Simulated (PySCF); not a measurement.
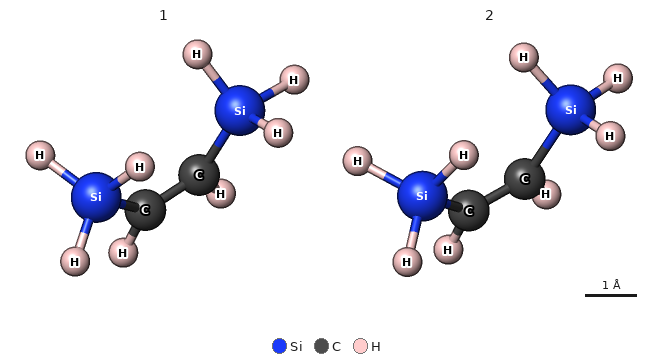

Two geometries of C2H8Si2, drawn at one scale. One is the start of a relaxation, the other its converged end. The picture is a ball-and-stick view, seen from a free direction.

Method: PBE0-D3(BJ)/def2-SVP geometry optimisation, gas phase (PySCF). 

### Which geometry has the lower energy?

Structure 2 is the relaxed one. The start comes from GFN2-xTB. Its atoms were then displaced at random by about 0.03 Å. After 10 geometry steps the energy has fallen by 0.572 eV. The atom that moves furthest after the best rigid fit is an H atom (0.27 Å). By element the largest moves are H 0.27 Å, Si 0.13 Å, C 0.09 Å. Near-neighbour distances that change, for instance: C–Si 1.779 → 1.884 Å, C–Si 1.977 → 1.876 Å, H–Si 1.405 → 1.495 Å, H–Si 1.577 → 1.494 Å. Among the angles between lasting bonds that change: C–Si–H 103.6° → 111.0°, Si–C–H 120.1° → 115.3°, H–Si–H 104.1° → 108.4°. Cost: 47 s on 1 thread of AMD EPYC 7R43 64-Core Processor (shared host).
